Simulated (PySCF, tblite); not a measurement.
**C₄H₉P₂Si radical: geometry, infrared bands and EPR parameters**

What infrared bands and EPR parameters should C₄H₉P₂Si radical (`C=C/C=C\[Si](P)P`) show?

Programs: tblite 0.8.0 and PySCF 2.14.0, with density-fitted response routines of our own. Each step states its level of theory. These are calculated values for one molecule in the gas phase, unless marked as measured. Atoms count from 0, in the outputs and in this text.

## (1) The molecule as given

16 atoms, charge 0, multiplicity 2; geometry from: force field or distance geometry start.

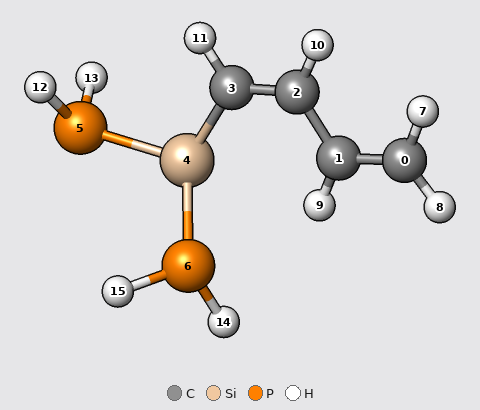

The starting geometry (carbon grey, silicon light orange, phosphorus orange, hydrogen white), atoms numbered.

## (2) Geometry optimisation with GFN2-xTB

Job settings and geometry (Å):

```
{"job": {"kind": "relax", "xc": "GFN2-xTB", "basis": "xTB"}, "charge": 0, "multiplicity": 2}
C      3.069800    -0.511400     0.053400
C      1.765100    -0.264600    -0.023500
C      1.248800     0.806000     0.807600
C     -0.036000     1.083700     0.754600
Si    -1.261100     0.178100    -0.263500
P     -3.276900     1.036100    -0.114900
P     -1.192200    -1.981900    -0.074400
H      3.662100     0.128900     0.731000
H      3.554200    -1.291700    -0.513900
H      1.168300    -0.883800    -0.665900
H      1.873900     1.412500     1.460200
H     -0.434800     1.886400     1.382600
H     -3.574200     1.362300     1.299800
H     -3.297700     2.294000    -0.842400
H     -0.927100    -2.677700    -1.303000
H     -2.349700    -2.568100     0.568300
```

Command:

```sh
$ OMP_NUM_THREADS=1 python probes_run.py task.json out
```

The driver reads the jobs from task.json and runs them one after another.

What it wrote:

```text
step      E/eV     max force
  0    -537.40548    2.246
  1    -537.72655    1.754
  2    -538.25351    1.687
  3    -538.51802    1.647
  4    -538.67963    0.984
  5    -538.72492    0.821
  6    -538.76785    0.482
  7    -538.79705    0.394
  8    -538.81515    0.272
  9    -538.82730    0.240
 10    -538.83524    0.278
 11    -538.84733    0.350
 12    -538.85863    0.286
 13    -538.86656    0.309
 14    -538.87107    0.233
 15    -538.87389    0.135
 16    -538.87592    0.124
 17    -538.87757    0.116
 18    -538.87915    0.125
 19    -538.88120    0.135
 20    -538.88400    0.141
 21    -538.88712    0.156
 22    -538.88990    0.146
 23    -538.89232    0.121
 24    -538.89473    0.131
 25    -538.89743    0.128
 26    -538.90040    0.148
 27    -538.90347    0.129
 28    -538.90644    0.120
 29    -538.90875    0.093
 30    -538.91024    0.073
 31    -538.91142    0.074
 32    -538.91247    0.076
 33    -538.91332    0.072
 34    -538.91400    0.056
 35    -538.91459    0.059
 36    -538.91521    0.063
 37    -538.91599    0.072
 38    -538.91701    0.091
 39    -538.91825    0.081
 40    -538.91992    0.112
 41    -538.92224    0.127
 42    -538.92507    0.122
 43    -538.92688    0.090
 44    -538.92827    0.098
 45    -538.92922    0.088
 46    -538.93036    0.073
 47    -538.93156    0.072
 48    -538.93247    0.074
 49    -538.93339    0.080
 50    -538.93462    0.104
 51    -538.93593    0.107
 52    -538.93760    0.125
 53    -538.93910    0.110
 54    -538.94102    0.109
 55    -538.94228    0.091
 56    -538.94319    0.065
 57    -538.94370    0.059
 58    -538.94430    0.065
 59    -538.94505    0.069
 60    -538.94594    0.086
 61    -538.94674    0.086
 62    -538.94735    0.104
 63    -538.94820    0.081
 64    -538.94933    0.068
 65    -538.95071    0.081
 66    -538.95191    0.111
 67    -538.95430    0.137
 68    -538.95686    0.140
 69    -538.95922    0.110
 70    -538.96041    0.081
 71    -538.96027    0.168
 72    -538.96214    0.119
 73    -538.96345    0.091
 74    -538.96581    0.131
 75    -538.96731    0.109
 76    -538.96853    0.078
 77    -538.96964    0.068
 78    -538.97091    0.067
 79    -538.97190    0.080
 80    -538.97252    0.069
 81    -538.97305    0.109
 82    -538.97375    0.059
 83    -538.97472    0.080
 84    -538.97547    0.078
 85    -538.97652    0.087
 86    -538.97726    0.069
 87    -538.97805    0.061
 88    -538.97923    0.067
 89    -538.98120    0.087
 90    -538.98370    0.149
 91    -538.98107    0.301
 92    -538.98719    0.107
 93    -538.98853    0.102
 94    -538.99221    0.105
 95    -538.99378    0.104
 96    -538.99647    0.085
 97    -538.99713    0.072
 98    -538.99773    0.052
 99    -538.99833    0.077
100    -538.99925    0.097
101    -539.00019    0.120
102    -539.00117    0.128
103    -539.00206    0.078
104    -539.00323    0.074
105    -539.00431    0.091
106    -539.00574    0.107
107    -539.00666    0.065
108    -539.00714    0.098
109    -539.00769    0.050
110    -539.00837    0.070
111    -539.00916    0.053
112    -539.00963    0.045
113    -539.00996    0.043
114    -539.01035    0.046
115    -539.01080    0.052
116    -539.01131    0.057
117    -539.01176    0.040
118    -539.01213    0.041
119    -539.01233    0.073
120    -539.01275    0.058
121    -539.01319    0.043
122    -539.01374    0.042
123    -539.01403    0.040
124    -539.01425    0.030
125    -539.01449    0.033
126    -539.01475    0.042
127    -539.01506    0.052
128    -539.01534    0.049
129    -539.01554    0.032
130    -539.01569    0.025
131    -539.01583    0.034
132    -539.01600    0.046
133    -539.01625    0.050
134    -539.01659    0.049
135    -539.01701    0.038
136    -539.01738    0.037
137    -539.01761    0.036
138    -539.01776    0.047
139    -539.01793    0.031
140    -539.01816    0.034
141    -539.01837    0.030
142    -539.01852    0.025
143    -539.01862    0.021
144    -539.01869    0.019
145    -539.01877    0.020
146    -539.01885    0.019
147    -539.01895    0.019
148    -539.01903    0.021
149    -539.01908    0.021
150    -539.01912    0.015
151    -539.01916    0.016
152    -539.01918    0.013
153    -539.01921    0.015
154    -539.01924    0.014
155    -539.01928    0.012
156    -539.01931    0.013
157    -539.01934    0.012
158    -539.01936    0.009
```

Wall time 1.4 s (1 thread of Arm Neoverse V1, shared host).

Relaxation path: (not every step is listed)

```
step  energy from step 0 (eV)  largest force (eV/Å)
   0                   0.0000                2.2463
   1                  -0.3211                1.7540
   2                  -0.8480                1.6872
   3                  -1.1125                1.6469
   4                  -1.2741                0.9845
   5                  -1.3194                0.8213
   6                  -1.3624                0.4818
   7                  -1.3916                0.3937
   8                  -1.4097                0.2724
  22                  -1.4844                0.1457
  36                  -1.5097                0.0628
  50                  -1.5291                0.1039
  64                  -1.5439                0.0681
  78                  -1.5654                0.0673
  92                  -1.5817                0.1066
 106                  -1.6003                0.1072
 120                  -1.6073                0.0585
 134                  -1.6111                0.0487
 148                  -1.6136                0.0209
 153                  -1.6137                0.0145
 154                  -1.6138                0.0139
 155                  -1.6138                0.0119
 156                  -1.6138                0.0132
 157                  -1.6139                0.0116
 158                  -1.6139                0.0095
```

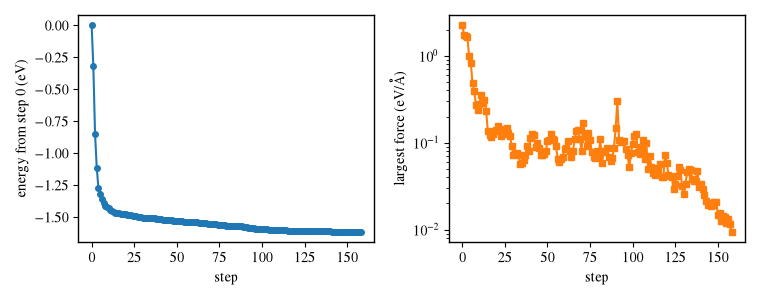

Energy and largest force along the relaxation.

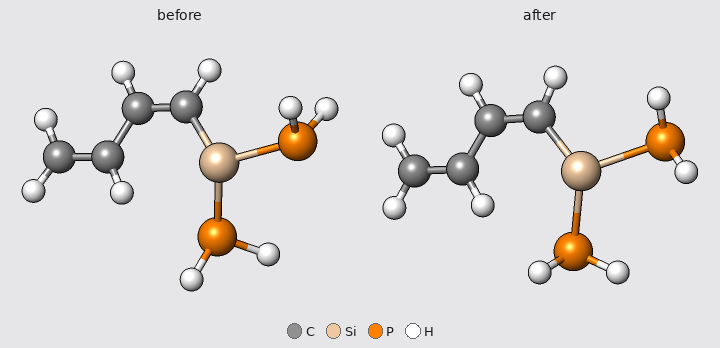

Before and after, at one scale.

Distances of close pairs at the start and the end, largest changes first:

```
  bond  before (Å)  after (Å)  change (Å)
P5–H12       1.482      1.383      -0.099
Si4–P6       2.169      2.263      +0.093
P5–H13       1.453      1.385      -0.068
Si4–P5       2.196      2.263      +0.067
P6–H15       1.448      1.388      -0.060
P6–H14       1.437      1.386      -0.051
C3–Si4       1.832      1.875      +0.042
 C2–C3       1.316      1.346      +0.030
```

The end geometry stands in the next job.

## (3) Infrared spectrum with GFN2-xTB

Job settings and geometry (Å):

```
{"job": {"kind": "ir", "xc": "GFN2-xTB", "basis": "xTB"}, "charge": 0, "multiplicity": 2}
C      3.151919    -0.667275     0.278320
C      1.855970    -0.366920     0.201890
C      1.294773     0.857155     0.698985
C     -0.004458     1.200971     0.628634
Si    -1.411734     0.296781    -0.217643
P     -3.253376     0.905173     0.947319
P     -1.256143    -1.960554    -0.234866
H      3.862765     0.012827     0.718907
H      3.545132    -1.595960    -0.095850
H      1.162682    -1.068371    -0.248717
H      1.996387     1.526818     1.184996
H     -0.284490     2.169035     1.030412
H     -3.157311     2.243898     0.615646
H     -4.149866     0.655953    -0.078357
H     -0.789343    -2.048354    -1.536949
H     -2.570505    -2.152233    -0.636654
```

What it wrote:

```text
mode    cm-1     km/mol
  1      27.6      0.23
  2      82.5      1.30
  3      87.5      4.51
  4     105.6      1.62
  5     107.0      3.52
  6     132.3      2.14
  7     156.4      1.68
  8     184.1      5.73
  9     302.8      3.57
 10     328.3      5.03
 11     401.5     16.32
 12     490.0     38.96
 13     590.3     13.00
 14     592.5     15.59
 15     655.9     17.51
 16     665.4     13.38
 17     676.4     19.65
 18     698.8     23.63
 19     735.2     21.28
 20     775.4     18.29
 21     876.6      9.23
 22     907.0      2.31
 23     938.0      2.65
 24    1001.2     12.92
 25    1102.0      2.64
 26    1140.7     17.66
 27    1145.0     13.44
 28    1239.5      2.00
 29    1264.0      3.32
 30    1322.3      4.26
 31    1408.1      0.33
 32    1550.2     20.64
 33    1639.5      5.67
 34    2277.4     42.39
 35    2295.8     75.23
 36    2359.6    108.22
 37    2385.8    121.96
 38    3007.8     13.30
 39    3022.7      6.68
 40    3034.2     94.20
 41    3099.6     17.62
 42    3136.8     27.30
```

Wall time 0.75 s (1 thread of Arm Neoverse V1, shared host).

The strongest bands and the atoms that carry them (share of the mass-weighted mode):

```
cm⁻¹  km/mol                         atoms
 490    39.0    Si4 58 %, P5 21 %, P6 12 %
 699    23.6  H14 65 %, H13 11 %, H12 11 %
2277    42.4            H15 53 %, H14 43 %
2296    75.2            H13 60 %, H12 36 %
2360   108.2            H14 53 %, H15 43 %
2386   122.0            H12 59 %, H13 36 %
3034    94.2             H9 65 %, H10 23 %
3137    27.3              H8 77 %, H7 13 %
```

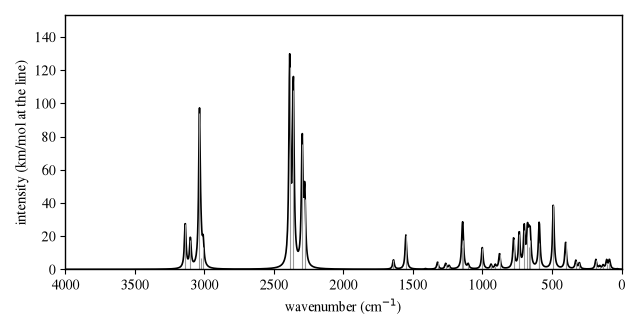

The infrared spectrum from these modes, unscaled. Lines are broadened to a width of 14 cm⁻¹ (Lorentzian).

## (4) g tensor and hyperfine couplings: B3LYP/pcH-1

Same as in step 3 but for these lines:

```diff
@@ -1,2 +1,2 @@
-{"job": {"kind": "ir", "xc": "GFN2-xTB", "basis": "xTB"}, "charge": 0, "multiplicity": 2}
+{"job": {"kind": "epr", "basis": "pcH-1"}, "charge": 0, "multiplicity": 2}
 C      3.151919    -0.667275     0.278320
```

Method: UKS B3LYP, pcH-1 on C H P Si, non-relativistic, mean-field spin-orbit, GIAO.

What it wrote:

```text
UKS, coarse grid
  cycle   1  E = -1129.94395009  |g| = 3.66e-01
  cycle   2  E = -1129.84046748  |g| = 5.17e-01
  cycle   3  E = -1130.01065670  |g| = 7.91e-02
  cycle   4  E = -1130.01433655  |g| = 4.93e-02
  cycle   5  E = -1130.01568189  |g| = 1.44e-02
  cycle   6  E = -1130.01581772  |g| = 7.81e-03
  cycle   7  E = -1130.01586077  |g| = 2.49e-03
  cycle   8  E = -1130.01586582  |g| = 1.98e-03
  cycle   9  E = -1130.01586874  |g| = 6.31e-04
UKS, final grid
  cycle   1  E = -1130.01587954  |g| = 9.79e-04
  cycle   2  E = -1130.01587832  |g| = 1.84e-03
  cycle   3  E = -1130.01588016  |g| = 2.02e-04
  cycle   4  E = -1130.01588020  |g| = 1.08e-04
  cycle   5  E = -1130.01588026  |g| = 8.77e-05
  cycle   6  E = -1130.01588027  |g| = 3.10e-05
  cycle   7  E = -1130.01588027  |g| = 9.89e-06
E = -1130.01588027 Eh   <S^2> = 0.7612 (exact 0.7500)
g shifts (ppm)      1          2          3
  rmc          -152       -152       -152
  gc             13         71         71
  oz_so        -749       1323       4071
  total        -888       1241       3990
hyperfine (MHz)  atom isotope    a_iso     a_fc   dipolar eigenvalues
    0   13C       9.31       9.32     -8.55     -8.29     16.84
    1   13C     -10.91     -10.92     -7.54      3.14      4.39
    2   13C      16.19      16.23    -14.21    -13.20     27.41
    3   13C      12.52      12.51    -16.15      3.87     12.28
    4  29Si    -418.80    -419.43   -134.75     66.57     68.19
    5   31P       8.99       9.30    -44.66    -38.41     83.08
    6   31P     -11.87     -11.46    -47.74    -41.29     89.03
    7    1H      -6.83      -6.83     -3.27     -0.68      3.95
    8    1H      -7.27      -7.27     -3.87     -0.40      4.28
    9    1H       3.49       3.48     -2.29     -1.60      3.89
   10    1H      -7.35      -7.35     -6.37     -0.98      7.35
   11    1H       5.84       5.84     -3.26     -1.29      4.55
   12    1H      15.24      15.22     -3.16     -0.43      3.58
   13    1H      20.67      20.66     -3.02     -0.59      3.62
   14    1H      33.20      33.19     -3.41     -0.76      4.17
   15    1H      -0.17      -0.19     -3.29      0.02      3.27
```

Wall time 1.9 min (1 thread of Arm Neoverse V1, shared host); peak memory 1.1 GiB.

Principal g values 2.00143, 2.00356, 2.00631; g(iso) = 2.00377, against 2.00232 for a free electron.

Hyperfine couplings; where a row names several nuclei, a(iso) is their mean (it holds for fast rotation or exchange) and the dipolar term the largest among them:

```
            nuclei  isotope  a(iso) (MHz)  a(iso) (G, at g = 2.0023)  largest dipolar term (MHz)
               Si4     29Si        -418.8                     -149.4                      -134.8
H12, H13, H14, H15       1H          17.2                        6.1                         4.2
                C2      13C          16.2                        5.8                        27.4
                C3      13C          12.5                        4.5                       -16.2
                C1      13C         -10.9                       -3.9                        -7.5
                C0      13C           9.3                        3.3                        16.8
               H10       1H          -7.4                       -2.6                         7.3
                H8       1H          -7.3                       -2.6                         4.3
                H7       1H          -6.8                       -2.4                         3.9
               H11       1H           5.8                        2.1                         4.5
                H9       1H           3.5                        1.2                         3.9
            P5, P6      31P          -1.4                       -0.5                        89.0
```

Mulliken spin populations:

C0 0.11; C1 -0.06; C2 0.18; C3 -0.11; Si4 0.71; P5 0.08; P6 0.09; H7 0.00; H8 -0.01; H9 0.00; H10 -0.01; H11 0.00; H12 0.00; H13 0.00; H14 0.01; H15 0.00

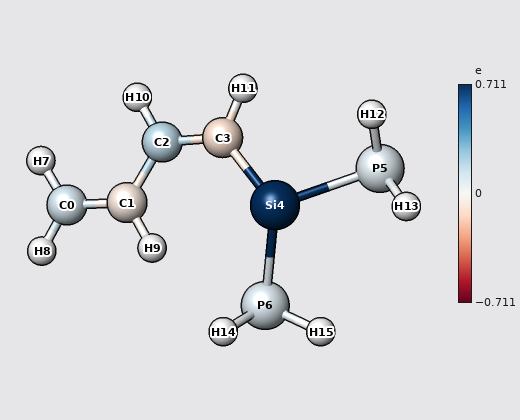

Mulliken spin populations, as colours on the atoms.

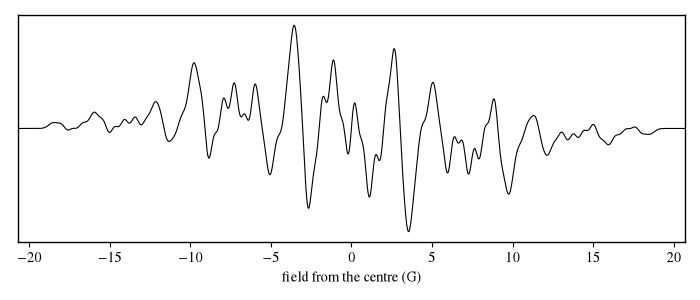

First-order isotropic spectrum (first derivative, main isotopes with spin only, couplings over 0.8 MHz, Gaussian width 0.3 G; couplings of the frozen geometry, rotation of groups not averaged beyond the rows shown).

Orbitals, density, ELF and potential are computed afterwards from the orbital file.

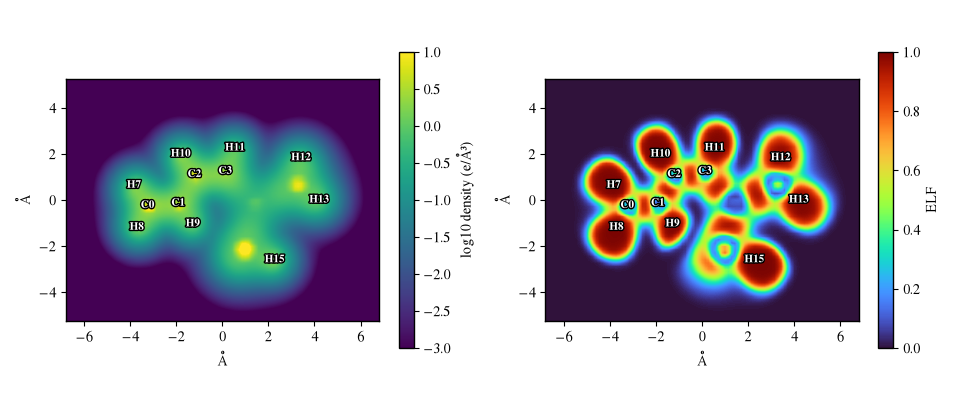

Density (left) and ELF (right) in a plane through or near 12 of the atoms.

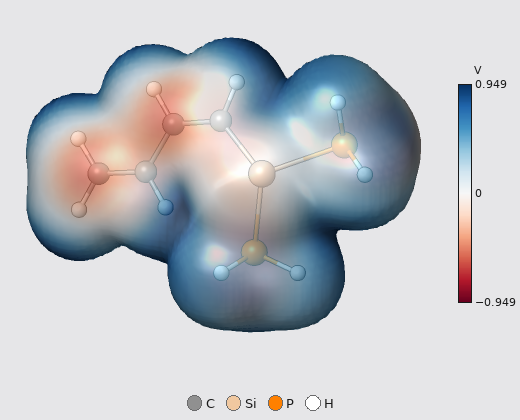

The potential that a unit positive charge feels on the 0.002 e/bohr³ surface, from -0.83 V near P5 to 0.95 V near H15.

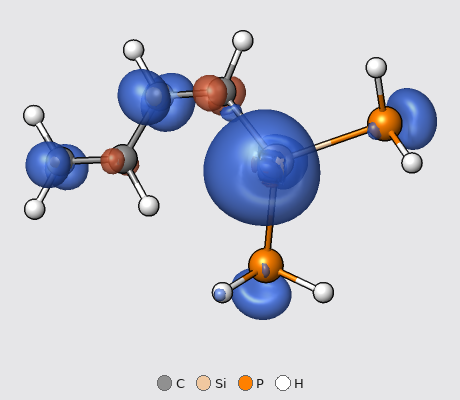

Spin density at ±0.03 e/Å³ (alpha excess blue, beta excess red).

## (5) What came out

| quantity | value |
| --- | --- |
| strongest single infrared mode (GFN2-xTB) | 2386 cm⁻¹, 122 km/mol |
| zero-point energy (GFN2-xTB) | 68.5 kcal/mol |
| g(iso) (B3LYP) | 2.00377 |
| ⟨S²⟩ | 0.761 (exact 0.75) |
| largest a(iso) (averaged by class) | 29Si on Si4, -418.8 MHz |
| potential on the surface of density 0.002 e/bohr³, 1st and 99th percentile | -0.83 V and 0.95 V |

In words: Relaxing lowered the energy by 1.614 eV in 158 steps; the close pair that moved most is P5–H12, from 1.482 to 1.383 Å. No mode is imaginary among the 42: a minimum at this level. The strongest single mode, at 2386 cm⁻¹, moves mainly H12 and H13. Unscaled tight-binding wavenumbers are off by several per cent, some by more. Its intensities can rank the bands wrongly. Si4 carries the largest spin population, 0.71 e. The isotropic g lies 1.4 ppt above the free-electron value. These values are for one conformer; the search (at its own cheap level) found 2 more, at 0.89, 2.01 kcal/mol, and measured spectra average over such forms.
